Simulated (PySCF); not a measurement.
SMILES [In]([Br])([F])[NH2] at its B3LYP/def2-SVP optimised geometry (Å):

```
6

In    -0.0201     0.1575     0.0000
F      1.9433     0.1575     0.0000
Br    -1.0699     2.4099     0.0000
N     -0.9913    -1.6140    -0.2464
H     -1.9433    -1.6176     0.1210
H     -0.4885    -2.4099     0.1487
```

Level of theory: B3LYP/def2-TZVP, def2 effective core potentials past Kr (PySCF). The core electrons that the potentials of In replace are not part of the density. Cells within 0.4 Å of a nucleus heavier than hydrogen are left out (blank, or x).

Map of the electron localisation function on the plane z = 0.0 Å:

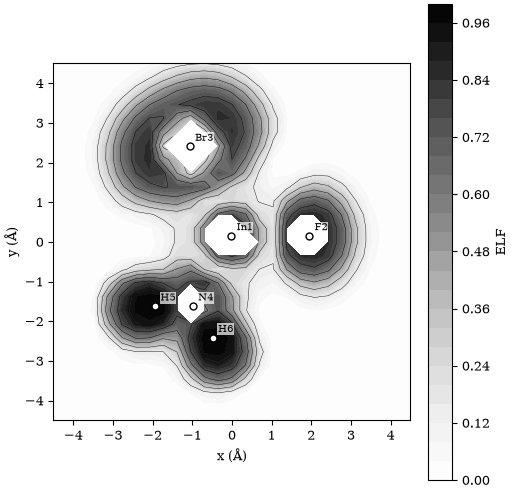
Figure. Electron localisation function on the plane z = 0.0 Å.
